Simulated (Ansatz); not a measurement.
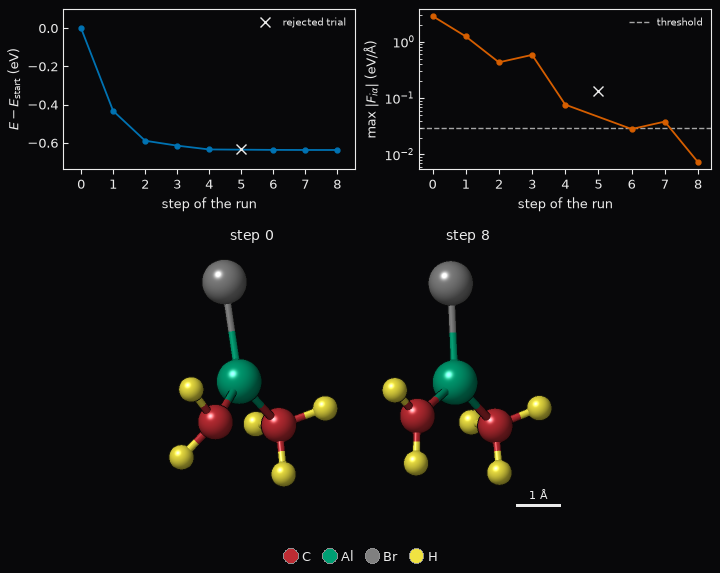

First and last geometry of a relaxation of C₂H₅AlBr (multiplicity 2) (coarse preliminary run), with the history of the run. Style: ball-and-stick. Shown from a free direction.

The start comes from a force field.

Theory: Ansatz, UKS PBE-D4/def2-SVP. Settings: force threshold 0.03 eV/Å; at most 200 steps.

**What do the curves and the structures tell?**

It converged. The energy falls by 0.637 eV in 7 accepted moves (8 points after the start). The largest force component goes from 2.9 to 0.0073 eV/Å. The line search rejected the trial step at point 5 of the run. The atom that moves furthest after the best rigid fit is an H atom (0.56 Å). Largest moves by element: H 0.56 Å, C 0.37 Å, Br 0.24 Å, Al 0.04 Å. Near-neighbour distances that change, for instance: C–H 1.167 → 1.107 Å, Al–Br 2.326 → 2.288 Å, C–H 1.077 → 1.111 Å, C–H 1.142 → 1.110 Å. Bond angles that change, for instance: Al–C–H 109.0° → 123.8°, Al–C–H 110.9° → 124.0°, H–C–H 104.4° → 112.2°.

| step | E − E(0), eV | largest force component, eV/Å | note |
| --- | --- | --- | --- |
| 0 | 0.0000 | 2.8540 |  |
| 1 | -0.4321 | 1.2430 |  |
| 2 | -0.5883 | 0.4312 |  |
| 3 | -0.6140 | 0.5843 |  |
| 4 | -0.6339 | 0.0765 |  |
| 5 | -0.6337 | 0.1330 | rejected |
| 6 | -0.6362 | 0.0283 |  |
| 7 | -0.6366 | 0.0383 |  |
| 8 | -0.6367 | 0.0073 |  |
